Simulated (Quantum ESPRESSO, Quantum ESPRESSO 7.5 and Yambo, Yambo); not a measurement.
# KI (Fm-3m): G0W0 with Yambo, start to end

Aim: the G0W0 gap of KI (Fm-3m) on PBE, step by step.

Calculated with Quantum ESPRESSO 7.5 and Yambo 5.3.0; PBE and many-body steps on it, plane waves.

## (1) Starting point

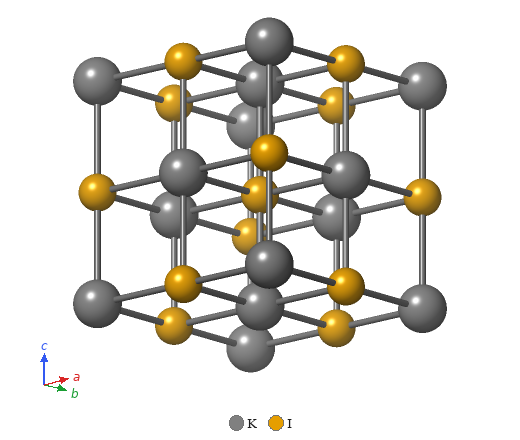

The cell as given, from a free direction (potassium grey, iodine orange). This picture shows the conventional cell, with its axes. Some periodic images of atoms are drawn too.

The cell and positions come from the Crystallography Open Database and are kept as given unless a step says otherwise. Spin-orbit coupling is left out unless a step names it.

## (2) Ground state

This step: Quantum ESPRESSO 7.5; DFT, PBE, plane waves, norm-conserving pseudopotentials.

The ground-state density comes first.

File pw.in:

```
&control
  calculation = 'scf'
  prefix = 'x'
  outdir = 'o'
  pseudo_dir = 'pseudo'
/
&system
  ibrav = 0
  nat = 2
  ntyp = 2
  ecutwfc = 76.0
  nbnd = 22
  force_symmorphic = .true.
/
&electrons
  conv_thr = 1e-10
  electron_maxstep = 80
  mixing_beta = 0.5
/
ATOMIC_SPECIES
  K 39.098 K.upf
  I 126.9 I.upf
CELL_PARAMETERS angstrom
  0.0000000000 3.5327750000 3.5327750000
  3.5327750000 0.0000000000 3.5327750000
  3.5327750000 3.5327750000 -0.0000000000
ATOMIC_POSITIONS crystal
  K 0.0000000000 0.0000000000 0.0000000000
  I 0.5000000000 0.5000000000 0.5000000000
K_POINTS automatic
  6 6 6 0 0 0
```

Launch:

```console
OMP_NUM_THREADS=1 mpirun -n 4 pw.x -nk 4 -in pw.in > pw.out
```

Output:

```text
Program PWSCF v.7.5 starts

     This program is part of the open-source Quantum ESPRESSO suite
     for quantum simulation of materials; please cite
         "P. Giannozzi et al., J. Phys.:Condens. Matter 21 395502 (2009);
         "P. Giannozzi et al., J. Phys.:Condens. Matter 29 465901 (2017);
         "P. Giannozzi et al., J. Chem. Phys. 152 154105 (2020);
     in publications or presentations arising from this work. More details at
     Message from routine setup:
     using ibrav=0 with symmetry is DISCOURAGED, use correct ibrav instead

     G-vector sticks info

     bravais-lattice index     =            0
     lattice parameter (alat)  =       9.4413  a.u.
     unit-cell volume          =     595.0789 (a.u.)^3
     number of atoms/cell      =            2
     number of atomic types    =            2
     number of electrons       =        34.00
     number of Kohn-Sham states=           22
     kinetic-energy cutoff     =      76.0000  Ry
     charge density cutoff     =     304.0000  Ry
     scf convergence threshold =      1.0E-10
     mixing beta               =       0.5000
     number of iterations used =            8  plain     mixing
     Exchange-correlation= PBE
                           (   1   4   3   4   0   0   0)

     celldm(1)=   9.441258  celldm(2)=   0.000000  celldm(3)=   0.000000
     celldm(4)=   0.000000  celldm(5)=   0.000000  celldm(6)=   0.000000

     crystal axes: (cart. coord. in units of alat)
               a(1) = (   0.000000   0.707107   0.707107 )
               a(2) = (   0.707107   0.000000   0.707107 )
               a(3) = (   0.707107   0.707107  -0.000000 )

     reciprocal axes: (cart. coord. in units 2 pi/alat)
               b(1) = ( -0.707107  0.707107  0.707107 )
               b(2) = (  0.707107 -0.707107  0.707107 )
               b(3) = (  0.707107  0.707107 -0.707107 )
     Pseudo is Norm-conserving + core correction, Zval =  9.0
     Generated using ONCVPSP code by D. R. Hamann
     Using radial grid of 2222 points,  6 beta functions with:
     Pseudo is Norm-conserving + core correction, Zval = 25.0
     Generated using ONCVPSP code by D. R. Hamann
     Using radial grid of 1188 points,  8 beta functions with:
     K                 9.00    39.09800     K ( 1.00)
     I                25.00   126.90000     I ( 1.00)

     48 Sym. Ops., with inversion, found

   Cartesian axes

     site n.     atom                  positions (alat units)
         1        K      tau(   1) = (   0.0000000   0.0000000   0.0000000  )
         2        I      tau(   2) = (   0.7071068   0.7071068   0.7071068  )

     number of k points=    16
                       cart. coord. in units 2pi/alat
        k(    1) = (   0.0000000   0.0000000   0.0000000), wk =   0.0092593
        k(    2) = (   0.1178511   0.1178511  -0.1178511), wk =   0.0740741
        k(    3) = (   0.2357023   0.2357023  -0.2357023), wk =   0.0740741
        k(    4) = (  -0.3535534  -0.3535534   0.3535534), wk =   0.0370370
        k(    5) = (   0.2357023   0.0000000  -0.0000000), wk =   0.0555556
        k(    6) = (   0.3535534   0.1178511  -0.1178511), wk =   0.2222222
        k(    7) = (  -0.2357023  -0.4714045   0.4714045), wk =   0.2222222
        k(    8) = (  -0.1178511  -0.3535534   0.3535534), wk =   0.2222222
        k(    9) = (   0.0000000  -0.2357023   0.2357023), wk =   0.1111111
        k(   10) = (   0.4714045   0.0000000  -0.0000000), wk =   0.0555556
     [... 4 further rows ...]
        k(   15) = (  -0.1178511  -0.3535534   0.5892557), wk =   0.2222222
        k(   16) = (  -0.7071068   0.2357023   0.0000000), wk =   0.1111111

     Dense  grid:    53377 G-vectors     FFT dimensions: (  54,  54,  54)

     Initial potential from superposition of free atoms

     starting charge      33.9807, renormalised to      34.0000
     Starting wfcs are   18 randomized atomic wfcs +    4 random wfcs

     per-process dynamical memory:    43.7 Mb

     Self-consistent Calculation

     iteration #  1     ecut=    76.00 Ry     beta= 0.50

     Threshold (ethr) on eigenvalues was too large:
     Diagonalizing with lowered threshold

     total energy              =    -685.65861520 Ry
     estimated scf accuracy    <       0.02472687 Ry

     iteration #  2     ecut=    76.00 Ry     beta= 0.50

     total energy              =    -685.66145008 Ry
     estimated scf accuracy    <       0.00235962 Ry

     iteration #  3     ecut=    76.00 Ry     beta= 0.50

     total energy              =    -685.66198173 Ry
     estimated scf accuracy    <       0.00023879 Ry

     iteration #  4     ecut=    76.00 Ry     beta= 0.50

     total energy              =    -685.66204321 Ry
     estimated scf accuracy    <       0.00002900 Ry

     iteration #  5     ecut=    76.00 Ry     beta= 0.50

     total energy              =    -685.66205055 Ry
     estimated scf accuracy    <       0.00000045 Ry

     iteration #  6     ecut=    76.00 Ry     beta= 0.50

     total energy              =    -685.66205106 Ry
     estimated scf accuracy    <       0.00000004 Ry

     iteration #  7     ecut=    76.00 Ry     beta= 0.50

     total energy              =    -685.66205108 Ry
     estimated scf accuracy    <          2.5E-09 Ry

     iteration #  8     ecut=    76.00 Ry     beta= 0.50

     End of self-consistent calculation

          k = 0.0000 0.0000 0.0000 (  6615 PWs)   bands (ev):

  -170.5834-117.4416-117.4416-117.4416 -39.8303 -39.8303 -39.8214 -39.8214
   -39.8214 -25.6599  -9.1471  -9.1471  -9.1471  -7.6826   2.8347   2.8347
     2.8347   6.8023   9.3581   9.3581   9.3581  10.0787

          k = 0.1179 0.1179-0.1179 (  6645 PWs)   bands (ev):

  -170.5835-117.4416-117.4416-117.4416 -39.8371 -39.8371 -39.8300 -39.8300
   -39.8267 -25.6594  -9.1881  -9.1477  -9.1477  -7.6103   2.4191   2.7447
     2.7447   7.4248   9.2753   9.6482   9.6482  10.3944

          k = 0.2357 0.2357-0.2357 (  6634 PWs)   bands (ev):

  -170.5834-117.4417-117.4416-117.4416 -39.8338 -39.8338 -39.8314 -39.8249
   -39.8249 -25.6584  -9.2613  -9.1488  -9.1488  -7.4724   1.7847   2.5779
     2.5779   8.1956   9.8646  10.3544  10.3545  11.2227

          k =-0.3536-0.3536 0.3536 (  6658 PWs)   bands (ev):

     [... further k-points ...]

     highest occupied, lowest unoccupied level (ev):     2.8347    6.8023

!    total energy              =    -685.66205108 Ry
     estimated scf accuracy    <          6.6E-11 Ry

     The total energy is the sum of the following terms:
     one-electron contribution =    -589.30595101 Ry
     hartree contribution      =     274.97323333 Ry
     xc contribution           =     -92.17226731 Ry
     ewald contribution        =    -279.15706610 Ry

     convergence has been achieved in   8 iterations

     XML data file, charge density, pseudopotentials, collected wavefunctions

=------------------------------------------------------------------------------=
   JOB DONE.
=------------------------------------------------------------------------------=
```

Run time: 14 s. Hardware: 4 MPI ranks of Arm Neoverse V1, shared host; peak memory 0.36 GiB; 54 s of CPU time.

Numbers from this step:

* total energy: -9328.9075 eV
* gap: 3.968 eV
* k of the valence top: 0, 0, 0
* k of the conduction bottom: 0, 0, 0
* least direct gap: 3.968 eV

The gap is direct, at Γ.

## (3) Bands along the symmetry lines

Levels along a band path, at the cheap level, show where the edges lie and whether the meshes to come will hold them.

File pw.in:

```
&control
  calculation = 'bands'
  prefix = 'x'
  outdir = 'o'
  pseudo_dir = 'pseudo'
/
&system
  ibrav = 0
  nat = 2
  ntyp = 2
  ecutwfc = 76.0
  nbnd = 23
  force_symmorphic = .true.
/
&electrons
  conv_thr = 1e-9
  electron_maxstep = 80
  diago_full_acc = .true.
  diago_thr_init = 5e-6
/
ATOMIC_SPECIES
  K 39.098 K.upf
  I 126.9 I.upf
CELL_PARAMETERS angstrom
  0.0000000000 3.5327750000 3.5327750000
  3.5327750000 0.0000000000 3.5327750000
  3.5327750000 3.5327750000 -0.0000000000
ATOMIC_POSITIONS crystal
  K 0.0000000000 0.0000000000 0.0000000000
  I 0.5000000000 0.5000000000 0.5000000000
K_POINTS crystal
  50
  0.00000000 0.00000000 0.00000000 1
  0.06250000 0.00000000 0.06250000 1
  0.12500000 0.00000000 0.12500000 1
  0.18750000 0.00000000 0.18750000 1
  0.25000000 0.00000000 0.25000000 1
  0.31250000 0.00000000 0.31250000 1
  0.37500000 0.00000000 0.37500000 1
  0.43750000 0.00000000 0.43750000 1
  0.50000000 0.00000000 0.50000000 1
  0.51562500 0.03125000 0.51562500 1
  0.53125000 0.06250000 0.53125000 1
  0.54687500 0.09375000 0.54687500 1
  0.56250000 0.12500000 0.56250000 1
  0.57812500 0.15625000 0.57812500 1
  0.59375000 0.18750000 0.59375000 1
  0.60937500 0.21875000 0.60937500 1
  0.62500000 0.25000000 0.62500000 1
  0.37500000 0.37500000 0.75000000 1
  0.32812500 0.32812500 0.65625000 1
  0.28125000 0.28125000 0.56250000 1
  0.23437500 0.23437500 0.46875000 1
  0.18750000 0.18750000 0.37500000 1
  0.14062500 0.14062500 0.28125000 1
  0.09375000 0.09375000 0.18750000 1
  0.04687500 0.04687500 0.09375000 1
  0.00000000 0.00000000 0.00000000 1
  0.06250000 0.06250000 0.06250000 1
  0.12500000 0.12500000 0.12500000 1
  0.18750000 0.18750000 0.18750000 1
  0.25000000 0.25000000 0.25000000 1
  0.31250000 0.31250000 0.31250000 1
  0.37500000 0.37500000 0.37500000 1
  0.43750000 0.43750000 0.43750000 1
  0.50000000 0.50000000 0.50000000 1
  0.50000000 0.46875000 0.53125000 1
  0.50000000 0.43750000 0.56250000 1
  0.50000000 0.40625000 0.59375000 1
  0.50000000 0.37500000 0.62500000 1
  0.50000000 0.34375000 0.65625000 1
  0.50000000 0.31250000 0.68750000 1
  0.50000000 0.28125000 0.71875000 1
  0.50000000 0.25000000 0.75000000 1
  0.50000000 0.21875000 0.71875000 1
  0.50000000 0.18750000 0.68750000 1
  0.50000000 0.15625000 0.65625000 1
  0.50000000 0.12500000 0.62500000 1
  0.50000000 0.09375000 0.59375000 1
  0.50000000 0.06250000 0.56250000 1
  0.50000000 0.03125000 0.53125000 1
  0.50000000 0.00000000 0.50000000 1
```

Output:

```text
[banner, memory and clock lines left out]
Program PWSCF v.7.5 starts

     Atomic positions and unit cell read from directory:
     o/x.save/

     Message from routine setup:
     using ibrav=0 with symmetry is DISCOURAGED, use correct ibrav instead

     G-vector sticks info

     bravais-lattice index     =            0
     lattice parameter (alat)  =       9.4413  a.u.
     unit-cell volume          =     595.0789 (a.u.)^3
     number of atoms/cell      =            2
     number of atomic types    =            2
     number of electrons       =        34.00
     number of Kohn-Sham states=           23
     kinetic-energy cutoff     =      76.0000  Ry
     charge density cutoff     =     304.0000  Ry
     Exchange-correlation= PBE
                           (   1   4   3   4   0   0   0)

     celldm(1)=   9.441258  celldm(2)=   0.000000  celldm(3)=   0.000000
     celldm(4)=   0.000000  celldm(5)=   0.000000  celldm(6)=   0.000000

     crystal axes: (cart. coord. in units of alat)
               a(1) = (   0.000000   0.707107   0.707107 )
               a(2) = (   0.707107   0.000000   0.707107 )
               a(3) = (   0.707107   0.707107  -0.000000 )

     reciprocal axes: (cart. coord. in units 2 pi/alat)
               b(1) = ( -0.707107  0.707107  0.707107 )
               b(2) = (  0.707107 -0.707107  0.707107 )
               b(3) = (  0.707107  0.707107 -0.707107 )
     Pseudo is Norm-conserving + core correction, Zval =  9.0
     Generated using ONCVPSP code by D. R. Hamann
     Using radial grid of 2222 points,  6 beta functions with:
     Pseudo is Norm-conserving + core correction, Zval = 25.0
     Generated using ONCVPSP code by D. R. Hamann
     Using radial grid of 1188 points,  8 beta functions with:
     K                 9.00    39.09800     K ( 1.00)
     I                25.00   126.90000     I ( 1.00)

     48 Sym. Ops., with inversion, found

   Cartesian axes

     site n.     atom                  positions (alat units)
         1        K      tau(   1) = (   0.0000000   0.0000000   0.0000000  )
         2        I      tau(   2) = (   0.7071068   0.7071068   0.7071068  )

     number of k points=    50
                       cart. coord. in units 2pi/alat
        k(    1) = (   0.0000000   0.0000000   0.0000000), wk =   0.0400000
        k(    2) = (   0.0000000   0.0883883   0.0000000), wk =   0.0400000
        k(    3) = (   0.0000000   0.1767767   0.0000000), wk =   0.0400000
[...]
[... 38 further rows ...]
        k(   49) = (   0.0441942   0.7071068   0.0000000), wk =   0.0400000
        k(   50) = (   0.0000000   0.7071068   0.0000000), wk =   0.0400000

     Dense  grid:    53377 G-vectors     FFT dimensions: (  54,  54,  54)

     The potential is recalculated from file :
     o/x.save/charge-density

     Starting wfcs are   18 randomized atomic wfcs +    5 random wfcs

     Band Structure Calculation

     End of band structure calculation

          k = 0.0000 0.0000 0.0000 (  6615 PWs)   bands (ev):

  -170.5835-117.4416-117.4416-117.4416 -39.8304 -39.8304 -39.8214 -39.8214
   -39.8214 -25.6599  -9.1471  -9.1471  -9.1471  -7.6826   2.8347   2.8347
     2.8347   6.8023   9.3581   9.3581   9.3581  10.0788  10.0788

          k = 0.0000 0.0884 0.0000 (  6647 PWs)   bands (ev):

  -170.5835-117.4417-117.4417-117.4417 -39.8387 -39.8334 -39.8309 -39.8309
   -39.8263 -25.6598  -9.1544  -9.1478  -9.1478  -7.6682   2.7413   2.8173
     2.8173   6.9381   9.2512   9.4527   9.4527  10.1051  10.1695

          k = 0.0000 0.1768 0.0000 (  6651 PWs)   bands (ev):

  -170.5835-117.4417-117.4417-117.4416 -39.8457 -39.8355 -39.8305 -39.8276
   -39.8276 -25.6595  -9.1722  -9.1497  -9.1497  -7.6310   2.5166   2.7694
     2.7694   7.2817   8.9915   9.7302   9.7302  10.1828  10.4245

          k =-0.0000 0.2652 0.0000 (  6651 PWs)   bands (ev):

[...]
k = 0.0000 0.4419-0.0000 (  6674 PWs)   bands (ev):

[...]
k =-0.0000 0.5303 0.0000 (  6678 PWs)   bands (ev):

[...]
k = 0.0000 0.6187-0.0000 (  6670 PWs)   bands (ev):

[...]
k = 0.4640 0.4640-0.0000 (  6663 PWs)   bands (ev):

[...]
k = 0.3315 0.3315-0.0000 (  6641 PWs)   bands (ev):

[...]
k = 0.3094 0.7071-0.0000 (  6674 PWs)   bands (ev):

[...]
k = 0.2210 0.7071-0.0000 (  6660 PWs)   bands (ev):

[...]
k = 0.1768 0.7071-0.0000 (  6678 PWs)   bands (ev):

[...]
k = 0.0442 0.7071 0.0000 (  6690 PWs)   bands (ev):

  -170.5836-117.4418-117.4417-117.4417 -39.8507 -39.8459 -39.8453 -39.8435
   -39.8249 -25.6572  -9.1920  -9.1667  -9.1656  -7.5390   1.8475   2.4610
     2.4622   7.8197   8.6508  10.9697  11.5276  11.5563  12.4548

          k = 0.0000 0.7071 0.0000 (  6710 PWs)   bands (ev):

  -170.5836-117.4418-117.4418-117.4418 -39.8536 -39.8503 -39.8481 -39.8481
   -39.8325 -25.6572  -9.1923  -9.1654  -9.1654  -7.5413   1.8429   2.4704
     2.4704   7.7921   8.6215  10.9556  11.5438  11.6391  12.4158

     XML data file, pseudopotentials, collected wavefunctions
```

Wall time 16 s (4 MPI ranks); peak memory 0.29 GiB.

This step gave:

```
gap                        : 3.968 eV
k of the valence top       : 0, 0, 0
k of the conduction bottom : 0, 0, 0
least direct gap           : 3.968 eV
```

The gap is 3.968 eV, as in the run before at this level.

The electronic bands at the labelled points (eV, zero at the top of the highest filled band):

```tsv
point	band 14	band 15	band 16	band 17	band 18	band 19	band 20	band 21
Γ	-10.52	0.00	0.00	0.00	3.97	6.52	6.52	6.52
X	-10.38	-0.99	-0.36	-0.36	4.96	5.79	8.12	8.71
U	-10.32	-0.85	-0.75	-0.38	5.63	6.66	7.63	8.28
jump to K	-10.32	-0.85	-0.75	-0.38	5.63	6.66	7.63	8.28
Γ	-10.52	0.00	0.00	0.00	3.97	6.52	6.52	6.52
L	-10.24	-1.31	-0.33	-0.33	5.54	7.71	8.19	8.19
W	-10.32	-0.72	-0.72	-0.60	6.48	6.48	6.66	8.19
X	-10.38	-0.99	-0.36	-0.36	4.96	5.79	8.12	8.71
```

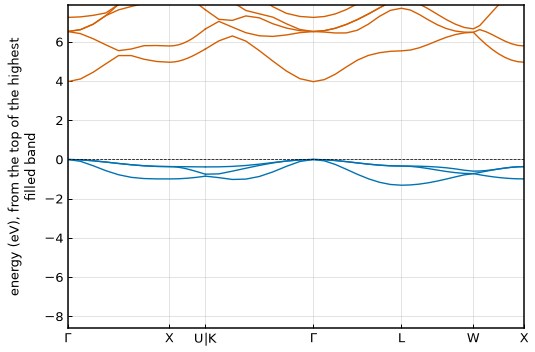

Electronic bands along the path; lines of filled and empty bands in two colours.

(Part 1 of 2 ends here.)

[Paths, hosts, dates, memory and timing lines, banners, echoed tables and standing remarks are left out of the program output.]

[Logs are printed without paths, hosts, clocks, repeated set-up lines and the standing remarks that a program may print on its own settings, such as how far it seeks lower states.]

[Runs of the session that timed out or met a known fault of the program may be left out.]

[Hosts, paths, dates, database ids (printed as entryN), source tags and the programs' standing remarks are cut or masked in the printed files.]
